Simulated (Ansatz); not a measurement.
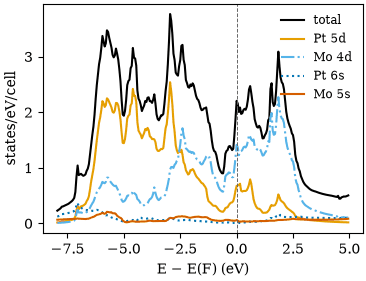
Total and projected density of states of MoPt (L1₀ or tetragonal B2, P4/mmm), plane-wave PAW PBE (Ansatz code)

### Question
Which orbitals carry the states next to the Fermi level?

### Answer
Within 0.5 eV of the Fermi level: Mo 4d 65 %, Pt 5d 29 %. Projections are on Löwdin-orthogonalised atomic valence shells; empty p or d shells of many metals are not among them.

### Question
Where is the tallest occupied peak in this window, and what makes it?

### Answer
Near -2.9 eV, about 3.8 states/eV per cell; the largest projected share is Pt 5d.

The start of the workflow was typed in or built on a structure type; neither database checked (COD, Materials Project) lists it. Whether it is the stable phase at ambient conditions was not checked. Symmetry was held in the PBE relaxation; its stability against distortions is not shown here. The run is not spin-polarised. Spin–orbit coupling is left out wherever it is not named.

Potentials: the later of the program's two PAW sets.
